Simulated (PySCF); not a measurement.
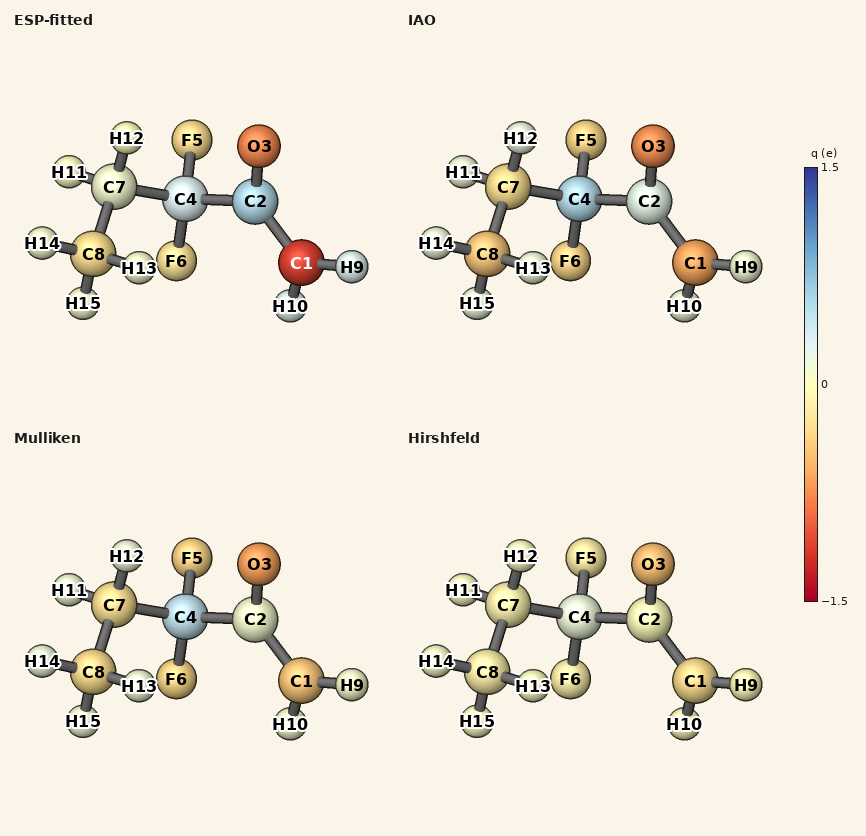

Atomic charges of one calculation by 4 schemes, on one colour scale. The species has charge −1 and is a spin singlet. Computed geometry: PBE0-D3(BJ)/def2-SVP optimisation. No frequency run is at hand to confirm it as a minimum. Method: PBE0/pcSseg-1 in acetonitrile (IEF-PCM) (PySCF 2.14.0).

> On which atom do the schemes disagree most?

On C1 (from −1.11 to −0.30 e).

List the charges (e), one line for each set of equivalent atoms.

```json
{"atom": "C1", "ESP-fitted": "−1.11", "IAO": "−0.61", "Mulliken": "−0.43", "Hirshfeld": "−0.30"}
{"atom": "C2", "ESP-fitted": "0.54", "IAO": "0.22", "Mulliken": "0.08", "Hirshfeld": "−0.01"}
{"atom": "O3", "ESP-fitted": "−0.75", "IAO": "−0.72", "Mulliken": "−0.64", "Hirshfeld": "−0.47"}
{"atom": "C4", "ESP-fitted": "0.29", "IAO": "0.52", "Mulliken": "0.46", "Hirshfeld": "0.15"}
{"atom": "F5", "ESP-fitted": "−0.28", "IAO": "−0.34", "Mulliken": "−0.34", "Hirshfeld": "−0.15"}
{"atom": "F6", "ESP-fitted": "−0.23", "IAO": "−0.33", "Mulliken": "−0.33", "Hirshfeld": "−0.12"}
{"atom": "C7", "ESP-fitted": "0.08", "IAO": "−0.28", "Mulliken": "−0.27", "Hirshfeld": "−0.10"}
{"atom": "C8", "ESP-fitted": "−0.30", "IAO": "−0.41", "Mulliken": "−0.30", "Hirshfeld": "−0.12"}
{"atom": "H9", "ESP-fitted": "0.26", "IAO": "0.11", "Mulliken": "0.07", "Hirshfeld": "−0.01"}
{"atom": "H10", "ESP-fitted": "0.25", "IAO": "0.12", "Mulliken": "0.09", "Hirshfeld": "−0.02"}
{"atom": "H11", "ESP-fitted": "0.03", "IAO": "0.14", "Mulliken": "0.12", "Hirshfeld": "0.03"}
{"atom": "H12", "ESP-fitted": "0.01", "IAO": "0.15", "Mulliken": "0.12", "Hirshfeld": "0.02"}
{"atom": "H13", "ESP-fitted": "0.08", "IAO": "0.14", "Mulliken": "0.12", "Hirshfeld": "0.03"}
{"atom": "H14", "ESP-fitted": "0.08", "IAO": "0.14", "Mulliken": "0.13", "Hirshfeld": "0.04"}
{"atom": "H15", "ESP-fitted": "0.07", "IAO": "0.14", "Mulliken": "0.12", "Hirshfeld": "0.03"}
```
